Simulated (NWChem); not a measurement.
## Energy and gradient calculation, with input and output: AlH$_{4}$ (charge −1) (part 1 of 3)

- system: AlH$_{4}$, charge −1, SMILES [H][Al-]([H])([H])[H]
- method: PBE0/def2-SVP, RKS (NWChem 7.3.0)

The geometry comes from this level: GFN2-xTB.

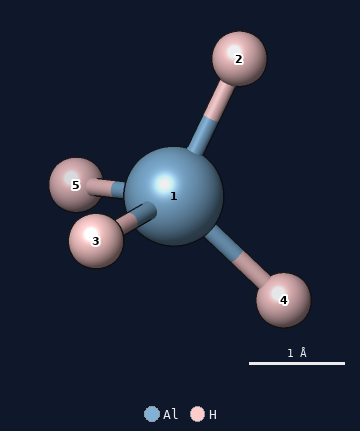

*The structure as given in the input (ball-and-stick view, seen at a tilt; atoms are numbered from 1 in the order of the input). Sticks mark near contacts.*

## The input
```
start mymol
memory stack 880 mb heap 220 mb global 1100 mb
charge -1

geometry units atomic noautosym nocenter noautoz
  Al  -0.00274010  -0.00204090  -0.00001890
  H    0.02430188  -0.03650951   3.07471669
  H    2.89135656   0.02456644  -1.04479178
  H   -1.46247795   2.52112142  -0.98292215
  H   -1.45044039  -2.50713744  -1.04700276
end

basis spherical bse
  * library def2-SVP
end

dft
  xc pbe0
  grid xfine
  convergence energy 1e-08
  maxiter 100
  mulliken
end

task dft gradient
```

Machine: 1 thread of AMD EPYC (Zen 5), 16 GiB of memory available, shared host.

Run as:
```bash
nwchem mymol.nw > mymol.out
```

## Output
```
Northwest Computational Chemistry Package (NWChem) 7.3.0
             --------------------------------------------------------

           Job information
           ---------------

    nwchem branch   = 7.3.0
    use scalapack   = T
    input           = mymol.nw
    prefix          = mymol.
    data base       = ./mymol.db
    status          = startup
    nproc           =        1

           Memory information
           ------------------

    heap     =     28835834 doubles =      220.0 Mbytes
    stack    =    115343359 doubles =      880.0 Mbytes
    global   =    144179200 doubles =     1100.0 Mbytes (distinct from heap & stack)
    total    =    288358393 doubles =     2200.0 Mbytes
    verify   = yes
    hardfail = no

           Directory information
           ---------------------

  0 permanent = .
  0 scratch   = .

                                NWChem Input Module
                                -------------------

                             Geometry "geometry" -> ""
                             -------------------------

 Output coordinates in a.u. (scale by  1.000000000 to convert to a.u.)

  No.       Tag          Charge          X              Y              Z
 ---- ---------------- ---------- -------------- -------------- --------------
    1 Al                  13.0000    -0.00274010    -0.00204090    -0.00001890
    2 H                    1.0000     0.02430188    -0.03650951     3.07471669
    3 H                    1.0000     2.89135656     0.02456644    -1.04479178
    4 H                    1.0000    -1.46247795     2.52112142    -0.98292215
    5 H                    1.0000    -1.45044039    -2.50713744    -1.04700276

      Atomic Mass
      -----------

      Al                26.981540
      H                  1.007825

 Effective nuclear repulsion energy (a.u.)      18.0977262797

            Nuclear Dipole moment (a.u.)
            ----------------------------
        X                 Y               Z
 ---------------- ---------------- ----------------
    -0.0328812000    -0.0244907900    -0.0002457000

            XYZ format geometry
            -------------------
     5
 geometry
 Al                   -0.00145000    -0.00108000    -0.00001000
 H                     0.01286000    -0.01932000     1.62707012
 H                     1.53004011     0.01300000    -0.55288004
 H                    -0.77391006     1.33412010    -0.52014004
 H                    -0.76754006    -1.32672009    -0.55405004

 ==============================================================================
                                internuclear distances
 ------------------------------------------------------------------------------
       center one      |      center two      | atomic units |       a.u.
 ------------------------------------------------------------------------------
    2 H                |   1 Al               |     3.07505  |     3.07505
    3 H                |   1 Al               |     3.07702  |     3.07702
    4 H                |   1 Al               |     3.07624  |     3.07624
    5 H                |   1 Al               |     3.07693  |     3.07693
 ------------------------------------------------------------------------------
                         number of included internuclear distances:          4
 ==============================================================================

 ==============================================================================
                                 internuclear angles
 ------------------------------------------------------------------------------
        center 1       |       center 2       |       center 3       |  degrees
 ------------------------------------------------------------------------------
    2 H                |   1 Al               |   3 H                |   109.35
    2 H                |   1 Al               |   4 H                |   109.44
    2 H                |   1 Al               |   5 H                |   109.59
    3 H                |   1 Al               |   4 H                |   109.31
    3 H                |   1 Al               |   5 H                |   109.51
    4 H                |   1 Al               |   5 H                |   109.62
 ------------------------------------------------------------------------------
                            number of included internuclear angles:          6
 ==============================================================================

 Summary of "ao basis" -> "" (spherical)
 ------------------------------------------------------------------------------
       Tag                 Description            Shells   Functions and Types
 ---------------- ------------------------------  ------  ---------------------
 *                          def2-SVP                  on all atoms

                                 NWChem DFT Module
                                 -----------------

                      Basis "ao basis" -> "ao basis" (spherical)
                      -----
  [basis functions not shown]

 Summary of "ao basis" -> "ao basis" (spherical)
 ------------------------------------------------------------------------------
       Tag                 Description            Shells   Functions and Types
 ---------------- ------------------------------  ------  ---------------------
 Al                         def2-SVP                 8       18   4s3p1d
 H                          def2-SVP                 3        5   2s1p

 Summary of "ao basis" -> "ao basis" (spherical)
 ------------------------------------------------------------------------------
       Tag                 Description            Shells   Functions and Types
 ---------------- ------------------------------  ------  ---------------------
 Al                         def2-SVP                 8       18   4s3p1d
 H                          def2-SVP                 3        5   2s1p

  Caching 1-el integrals
  itol2e modified to match energy
  convergence criterion.
  tol_rho modified to match energy
  convergence criterion.

            General Information
            -------------------
          SCF calculation type: DFT
          Wavefunction type:  closed shell.
          No. of atoms     :     5
          No. of electrons :    18
           Alpha electrons :     9
            Beta electrons :     9
          Charge           :    -1
          Spin multiplicity:     1
          Use of symmetry is: off; symmetry adaption is: off
          Maximum number of iterations: 100
          AO basis - number of functions:    38
                     number of shells:    20
          Convergence on energy requested:  1.00D-08
          Convergence on density requested:  1.00D-05
          Convergence on gradient requested:  5.00D-04

              XC Information
              --------------
                         PBE0 Method XC Functional
                     Hartree-Fock (Exact) Exchange  0.250
          PerdewBurkeErnzerhof Exchange Functional  0.750
            Perdew 1991 LDA Correlation Functional  1.000 local
           PerdewBurkeErnz. Correlation Functional  1.000 non-local

             Grid Information
             ----------------
          Grid used for XC integration:  xfine
          Radial quadrature: Mura-Knowles
          Angular quadrature: Lebedev.
          Tag              B.-S. Rad. Rad. Pts. Rad. Cut. Ang. Pts.
          ---              ---------- --------- --------- ---------
          Al                  1.25      125           8.0      1454
          H                   0.35      100           9.0      1202
          Grid pruning is: on
          Number of quadrature shells:   525
          Spatial weights used:  Erf1

          Convergence Information
          -----------------------
          Convergence aids based upon iterative change in
          total energy or number of iterations.
          Levelshifting, if invoked, occurs when the
          HOMO/LUMO gap drops below (HL_TOL):  1.00D-02
          DIIS, if invoked, will attempt to extrapolate
          using up to (NFOCK): 10 stored Fock matrices.

                    Damping( 0%)  Levelshifting(0.5)       DIIS
                  --------------- ------------------- ---------------
          dE  on:    start            ASAP                start
          dE off:    2 iters        100 iters           100 iters

      Screening Tolerance Information
      -------------------------------
          Density screening/tol_rho:  1.00D-11
          AO Gaussian exp screening on grid/accAOfunc:  18
          CD Gaussian exp screening on grid/accCDfunc:  20
          XC Gaussian exp screening on grid/accXCfunc:  20
          Schwarz screening/accCoul:  1.00D-09

      Superposition of Atomic Density Guess
      -------------------------------------

 Sum of atomic energies:        -243.78853324

 Renormalizing density from      17.00 to     18

      Non-variational initial energy
      ------------------------------

 Total energy =    -252.171258
 1-e energy   =    -396.323965
 2-e energy   =     126.054981
 HOMO         =      -0.049347
 LUMO         =       0.359357

   Time after variat. SCF:      0.1

     ---------------------------------------------
      Total Density - Mulliken Population Analysis
     ---------------------------------------------

    Atom       Charge   Shell Charges
 -----------   ------   -------------------------------------------------------
    1 Al  13    12.20   2.00  1.97  0.58  0.44  5.82  0.46  0.88  0.05
    2 H    1     1.45   0.72  0.73  0.00
    3 H    1     1.45   0.72  0.73  0.00
    4 H    1     1.45   0.72  0.73  0.00
    5 H    1     1.45   0.72  0.73  0.00
   Time prior to 1st pass:      0.1

 Grid_pts file          = ./mymol.gridpts.0
 Record size in doubles =  12289        No. of grid_pts per rec  =   3070
 Max. records in memory =    275        Max. recs in file   = *********

           Memory utilization after 1st SCF pass:
           Heap Space remaining (MW):        0.00                  20
          Stack Space remaining (MW):      115.34           115342988

   convergence    iter        energy       DeltaE   RMS-Dens  Diis-err    time
 ---------------- ----- ----------------- --------- --------- ---------  ------
 d= 0,ls=0.0,diis     1   -244.5301992839 -2.63D+02  3.24D-02  8.53D-01     0.6
 d= 0,ls=0.0,diis     2   -244.6102972737 -8.01D-02  1.35D-02  1.36D-01     1.0
 d= 0,ls=0.0,diis     3   -244.6356445577 -2.53D-02  1.30D-03  1.58D-03     1.4
 d= 0,ls=0.0,diis     4   -244.6360221500 -3.78D-04  5.64D-05  7.43D-07     1.8
 d= 0,ls=0.0,diis     5   -244.6360223960 -2.46D-07  3.10D-06  1.48D-09     2.3
 d= 0,ls=0.0,diis     6   -244.6360223967 -6.35D-10  3.98D-07  2.69D-11     2.7

         Total DFT energy =     -244.636022396656
      One electron energy =     -379.511156173626
           Coulomb energy =      136.948450477334
    Exchange-Corr. energy =      -20.171042980039
 Nuclear repulsion energy =       18.097726279675

 Numeric. integr. density =       17.999999973879

     Total iterative time =      2.7s

                       DFT Final Molecular Orbital Analysis
                       ------------------------------------

 Vector    1  Occ=2.000000D+00  E=-5.587681D+01
              MO Center= -1.4D-03, -1.1D-03, -1.0D-05, r^2= 5.5D-03
   Bfn.  Coefficient  Atom+Function         Bfn.  Coefficient  Atom+Function
  ----- ------------  ---------------      ----- ------------  ---------------
     1      0.995151  1 Al s

 Vector    2  Occ=2.000000D+00  E=-3.914335D+00
              MO Center= -1.5D-03, -1.1D-03, -1.5D-05, r^2= 1.3D-01
   Bfn.  Coefficient  Atom+Function         Bfn.  Coefficient  Atom+Function
  ----- ------------  ---------------      ----- ------------  ---------------
     2      1.022285  1 Al s                  1      0.286321  1 Al s
     3     -0.041126  1 Al s

 Vector    3  Occ=2.000000D+00  E=-2.446436D+00
              MO Center= -1.3D-03, -1.0D-03, -1.0D-04, r^2= 1.3D-01
   Bfn.  Coefficient  Atom+Function         Bfn.  Coefficient  Atom+Function
  ----- ------------  ---------------      ----- ------------  ---------------
     5      0.903627  1 Al px                 7     -0.280807  1 Al pz
     6     -0.273474  1 Al py                 8      0.044304  1 Al px

 Vector    4  Occ=2.000000D+00  E=-2.446430D+00
              MO Center= -1.5D-03, -9.9D-04,  1.7D-04, r^2= 1.3D-01
   Bfn.  Coefficient  Atom+Function         Bfn.  Coefficient  Atom+Function
  ----- ------------  ---------------      ----- ------------  ---------------
     7      0.903742  1 Al pz                 6     -0.350562  1 Al py
     5      0.174749  1 Al px                10      0.044309  1 Al pz

 Vector    5  Occ=2.000000D+00  E=-2.446422D+00
              MO Center= -1.6D-03, -1.2D-03, -9.6D-05, r^2= 1.3D-01
   Bfn.  Coefficient  Atom+Function         Bfn.  Coefficient  Atom+Function
  ----- ------------  ---------------      ----- ------------  ---------------
     6      0.878918  1 Al py                 5      0.350860  1 Al px
     7      0.273090  1 Al pz                 9      0.043098  1 Al py

 Vector    6  Occ=2.000000D+00  E=-2.098305D-01
              MO Center= -1.1D-03, -5.0D-04,  6.8D-04, r^2= 2.6D+00
   Bfn.  Coefficient  Atom+Function         Bfn.  Coefficient  Atom+Function
  ----- ------------  ---------------      ----- ------------  ---------------
     3      0.466264  1 Al s                  2      0.311608  1 Al s
    19      0.172043  2 H  s                 24      0.171592  3 H  s
    29      0.171837  4 H  s                 34      0.171917  5 H  s
     4      0.158300  1 Al s                 20      0.079930  2 H  s
    25      0.079712  3 H  s                 30      0.079861  4 H  s

 Vector    7  Occ=2.000000D+00  E=-7.741682D-02
              MO Center= -4.8D-01, -6.4D-01, -2.4D-01, r^2= 2.6D+00
   Bfn.  Coefficient  Atom+Function         Bfn.  Coefficient  Atom+Function
  ----- ------------  ---------------      ----- ------------  ---------------
    34      0.373943  5 H  s                 35      0.335349  5 H  s
     9     -0.175524  1 Al py                12     -0.153567  1 Al py
    29     -0.153308  4 H  s                 19     -0.145738  2 H  s
    30     -0.137263  4 H  s                 20     -0.130474  2 H  s
     6      0.119803  1 Al py                10     -0.081197  1 Al pz

 Vector    8  Occ=2.000000D+00  E=-7.718349D-02
              MO Center= -2.3D-01,  4.3D-01,  5.5D-01, r^2= 2.8D+00
   Bfn.  Coefficient  Atom+Function         Bfn.  Coefficient  Atom+Function
  ----- ------------  ---------------      ----- ------------  ---------------
    19      0.328825  2 H  s                 20      0.294743  2 H  s
    29     -0.282274  4 H  s                 30     -0.253032  4 H  s
    10      0.178122  1 Al pz                13      0.156145  1 Al pz
     7     -0.121586  1 Al pz                 9     -0.097313  1 Al py
    12     -0.085319  1 Al py                 6      0.066418  1 Al py

 Vector    9  Occ=2.000000D+00  E=-7.696480D-02
              MO Center=  7.1D-01,  2.1D-01, -3.1D-01, r^2= 2.7D+00
   Bfn.  Coefficient  Atom+Function         Bfn.  Coefficient  Atom+Function
  ----- ------------  ---------------      ----- ------------  ---------------
    24      0.366945  3 H  s                 25      0.329024  3 H  s
    29     -0.198700  4 H  s                  8      0.189818  1 Al px
    30     -0.178322  4 H  s                 11      0.166738  1 Al px
     5     -0.129528  1 Al px                19     -0.115217  2 H  s
    20     -0.103395  2 H  s                 10     -0.064941  1 Al pz

 Vector   10  Occ=0.000000D+00  E= 2.558211D-01
              MO Center= -4.8D-01, -1.5D-01,  2.2D-01, r^2= 4.9D+00
   Bfn.  Coefficient  Atom+Function         Bfn.  Coefficient  Atom+Function
  ----- ------------  ---------------      ----- ------------  ---------------
    11      1.486080  1 Al px                25     -1.191956  3 H  s
    30      0.679103  4 H  s                 13     -0.491706  1 Al pz
    12     -0.408445  1 Al py                20      0.365998  2 H  s
    35      0.155631  5 H  s                 24     -0.144043  3 H  s
    29      0.082386  4 H  s                  8      0.080945  1 Al px

 Vector   11  Occ=0.000000D+00  E= 2.560106D-01
              MO Center=  1.4D-01, -2.6D-01, -4.2D-01, r^2= 5.0D+00
   Bfn.  Coefficient  Atom+Function         Bfn.  Coefficient  Atom+Function
  ----- ------------  ---------------      ----- ------------  ---------------
    13      1.448217  1 Al pz                20     -1.115705  2 H  s
    30      0.877657  4 H  s                 12     -0.663891  1 Al py
    11      0.296577  1 Al px                25      0.166780  3 H  s
    19     -0.134582  2 H  s                 29      0.105954  4 H  s
    10      0.078485  1 Al pz                16     -0.070275  1 Al d  0
```
